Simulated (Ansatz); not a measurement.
**One shape, several levels: singlet BNH2F+**

Aim: a comparison of 6 runs (HSE06/STO-3G, PBE0/STO-3G, r2SCAN0/STO-3G, revPBE/STO-3G, wB97X/STO-3G, CCSD/STO-3G) of singlet BNH2F+. 

Program for the calculation: Ansatz 0.2.0.

78 further runs of the same task are left out: 78 set aside as unsound or not needed.

### 1 Starting point

BNH2F+ has 5 atoms, charge +1, and is taken as a singlet. As SMILES of the parent species, `N[B]F`. The shape is that of a PBE0-D4/def2-TZVP optimisation. This is one conformer, not always the lowest. That shape belongs to the parent species and isn't relaxed for this state.

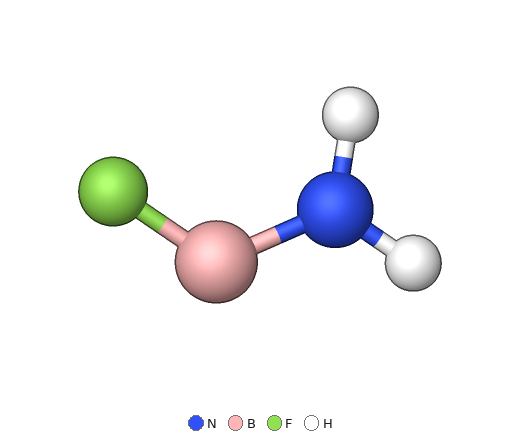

The structure, seen from a chosen angle (nitrogen blue, boron pink, fluorine green, hydrogen white).

### 2 A single-point energy at HSE06/STO-3G (run 1)

in.yaml

```yaml
crystal:
  periodic: [false, false, false]
  atoms:
    - {symbol: "N", position_ang: [-0.315200, 0.284600, -0.298300]}
    - {symbol: B, position_ang: [0.256800, -0.904700, 0.119300]}
    - {symbol: F, position_ang: [1.186500, -0.957100, 1.060600]}
    - {symbol: H, position_ang: [-1.019600, 0.322000, -1.012000]}
    - {symbol: H, position_ang: [-0.058500, 1.181700, 0.088900]}
basis:
  gaussian: {orbitals: STO-3G}
hamiltonian: {xc: {name: HSE06}}
accuracy: high
total_charge: 1
```

Command:

```sh
$ ansatz run in.yaml --threads 1 --pin off --max-ram 2610MiB --events-out events.jsonl --progress --plain --runs-dir runs
```

What it wrote:

```text
Warning: RAYON_NUM_THREADS=1 ignored (pool sized by the plan → 1); use --threads N
Functional definition: HSE06
  name "HSE06"
  parameter a = 0.25
  parameter omega = 0.11/bohr
  exchange = pbe_x - a*pbe_x_sr(omega) + a*exact_x_sr(omega)
  correlation = pbe_c
295 factors; integrals over basis functions are off by at most 4.6e-8 eV
50 factors; integrals over basis functions are off by at most 5.0e-10 eV
mean field evaluation 1: about -4832.0943 eV, gradient 3.8e1 eV
mean field evaluation 2: about -4808.5746 eV, gradient 1.0e2 eV
mean field evaluation 4: about -4836.9639 eV, gradient 4.7e0 eV
mean field evaluation 8: about -4836.9944 eV, gradient 4.3e-2 eV
mean field evaluation 16: about -4836.9944 eV, gradient 1.3e-7 eV
mean field -4836.99442852 eV, -177.7562666154 hartree, gradient 1.6e-8 eV, S^2 0.000000; 0 other end points of the search recorded, 0 dependent functions left out
reference -4836.99443018 eV, -177.7562666767 hartree; 11, 11 occupied and 6, 6 virtual orbitals, 295 factors
Total energy: -4836.99443018 eV, -177.7562666767 hartree
```

Wall time 1 s (1 thread of Arm Neoverse V2, shared host); peak memory 0.092 GiB.

### 3 The energy at PBE0/STO-3G (run 2)

molecule.yaml

```yaml
crystal:
  periodic: [false, false, false]
  atoms:
    - symbol: "N"
      position_ang: [-0.315200, 0.284600, -0.298300]
    - symbol: B
      position_ang: [0.256800, -0.904700, 0.119300]
    - symbol: F
      position_ang: [1.186500, -0.957100, 1.060600]
    - symbol: H
      position_ang: [-1.019600, 0.322000, -1.012000]
    - symbol: H
      position_ang: [-0.058500, 1.181700, 0.088900]
basis:
  gaussian: {orbitals: STO-3G}
total_charge: 1
accuracy: high
hamiltonian: {xc: pbe0}
```

Command:

```sh
$ ansatz run molecule.yaml --threads 1 --pin off --max-ram 2610MiB --events-out events.jsonl --progress --plain --runs-dir runs
```

What it wrote:

```text
Warning: RAYON_NUM_THREADS=1 ignored (pool sized by the plan → 1); use --threads N
Functional definition: PBE0
  name "PBE0"
[... 1 set-up line as earlier in the session ...]
  parameter kappa = 0.804
  parameter beta = 0.06672455060314922
  exchange = (1 - a)*pbe_x(kappa = kappa, mu = beta*pi^2/3) + a*exact_x
  correlation = pbe_c(beta = beta)
295 factors; integrals over basis functions are off by at most 4.6e-8 eV
mean field evaluation 1: about -4832.2772 eV, gradient 3.7e1 eV
mean field evaluation 2: about -4813.5196 eV, gradient 9.6e1 eV
mean field evaluation 4: about -4837.1868 eV, gradient 4.0e0 eV
mean field evaluation 8: about -4837.1981 eV, gradient 2.8e-2 eV
mean field evaluation 16: about -4837.1981 eV, gradient 1.4e-7 eV
mean field -4837.19811047 eV, -177.7637517891 hartree, gradient 1.8e-8 eV, S^2 0.000000; 0 other end points of the search recorded, 0 dependent functions left out
reference -4837.19811172 eV, -177.7637518351 hartree; 11, 11 occupied and 6, 6 virtual orbitals, 295 factors
Total energy: -4837.19811172 eV, -177.7637518351 hartree
```

It took 0.75 s on 1 thread of Arm Neoverse V2, shared host; peak memory 0.09 GiB.

Runs 3 to 4 aren't shown in full; the table further down has their settings and results.

### 4 A single-point energy at wB97X/STO-3G (run 5)

job.yaml

```yaml
crystal:
  periodic: [false, false, false]
  atoms:
    - {symbol: "N", position_ang: [-0.315200, 0.284600, -0.298300]}
    - {symbol: B, position_ang: [0.256800, -0.904700, 0.119300]}
    - {symbol: F, position_ang: [1.186500, -0.957100, 1.060600]}
    - {symbol: H, position_ang: [-1.019600, 0.322000, -1.012000]}
    - {symbol: H, position_ang: [-0.058500, 1.181700, 0.088900]}
basis:
  gaussian: {orbitals: STO-3G}
total_charge: 1
hamiltonian: {xc: {name: wB97X}}
accuracy: high
```

Command:

```sh
$ ansatz run job.yaml --threads 1 --pin off --max-ram 2610MiB --events-out events.jsonl --progress --plain --runs-dir runs
```

What it wrote, shortened:

```text
Warning: RAYON_NUM_THREADS=1 ignored (pool sized by the plan → 1); use --threads N
Functional definition: wB97X
  name "wB97X"
[...]
      + exact_x_lr(omega)
[...]
      + integral(e_c_pw_opposite_spin*poly(b97_u_opposite, 1, cos1, cos2, cos3, cos4))
295 factors; integrals over basis functions are off by at most 4.6e-8 eV
142 factors; integrals over basis functions are off by at most 6.4e-10 eV
[...]
mean field -4841.18848874 eV, -177.9103954856 hartree, gradient 7.5e-8 eV, S^2 0.000000; 0 other end points of the search recorded, 0 dependent functions left out
reference -4841.18848734 eV, -177.9103954343 hartree; 11, 11 occupied and 6, 6 virtual orbitals, 295 factors
Total energy: -4841.18848734 eV, -177.9103954343 hartree
```

Run time: 3.6 s. Hardware: 1 thread of Arm Neoverse V2, shared host; peak memory 0.22 GiB.

### 5 The energy at CCSD/STO-3G (run 6)

molecule.yaml

```yaml
crystal:
  periodic: [false, false, false]
  atoms:
    - {symbol: "N", position_ang: [-0.315200, 0.284600, -0.298300]}
    - {symbol: B, position_ang: [0.256800, -0.904700, 0.119300]}
    - {symbol: F, position_ang: [1.186500, -0.957100, 1.060600]}
    - {symbol: H, position_ang: [-1.019600, 0.322000, -1.012000]}
    - {symbol: H, position_ang: [-0.058500, 1.181700, 0.088900]}
basis:
  gaussian: {orbitals: STO-3G}
scf: {omitted_lower_state_checks: [cluster_reference, increment]}
total_charge: 1
accuracy: high
correlation: {method: ccsd, frozen_orbitals: {B: 1, F: 1, H: 0, "N": 1}}
```

Command:

```sh
$ ansatz run molecule.yaml --threads 1 --pin off --max-ram 2610MiB --events-out events.jsonl --progress --plain --runs-dir runs
```

What it wrote, shortened:

```text
Warning: RAYON_NUM_THREADS=1 ignored (pool sized by the plan → 1); use --threads N
Functional definition: HF
  name "HF"
[...]
295 factors; integrals over basis functions are off by at most 4.6e-8 eV
[...]
mean field -4819.15750220 eV, -177.1007716637 hartree, gradient 9.5e-9 eV, S^2 0.000000; 0 other end points of the search recorded, 0 dependent functions left out
3 core orbitals not correlated: weight in the atoms' cores, before any rotation towards them, 1.000 or more for the frozen orbitals, at most 0.000 for the correlated occupied ones
reference -4819.15750220 eV, -177.1007716637 hartree; 8, 8 occupied and 6, 6 virtual orbitals, 295 factors
second order -3.61657381 eV of doubles, -0.00000000 eV of singles
cycle   1  -3.74202291 eV  change   -1.3e-1 eV  update   1.3e-1
[...]
cycle  23  -4.23553044 eV  change   7.9e-11 eV  update   2.0e-9
Total energy: -4823.39303265 eV, -177.2564245365 hartree
Checks for a lower state left out: cluster_reference, increment
```

Run time: 0.12 s. Hardware: 1 thread of Arm Neoverse V2, shared host.

### 6 The series

| run | level | frozen core orbitals | energy (Eh) | wall time |
| --- | --- | --- | --- | --- |
| 1 | HSE06/STO-3G | – | -177.756267 | 1 s |
| 2 | PBE0/STO-3G | – | -177.763752 | 0.75 s |
| 3 | r2SCAN0/STO-3G | – | -177.855106 | 1.7 s |
| 4 | revPBE/STO-3G | – | -177.899650 | 0.77 s |
| 5 | wB97X/STO-3G | – | -177.910395 | 3.6 s |
| 6 | CCSD/STO-3G | 3 | -177.256425 | 0.12 s |

### 7 Outcome

```
                                          quantity          value
                               run 6: total energy  -177.25642 Eh
run 6: correlation energy (3 core orbitals frozen)     -155.7 mEh
                              run 6: T1 diagnostic          0.033
```

In words: Totals of different functionals can't be ranked against each other. In run 6 the T1 diagnostic is large, so a single reference may not serve. In runs 1, 2, 3, 4, 5, 6 the basis is minimal, so the values are rough. All runs together took 8 s, the longest 3.6 s.
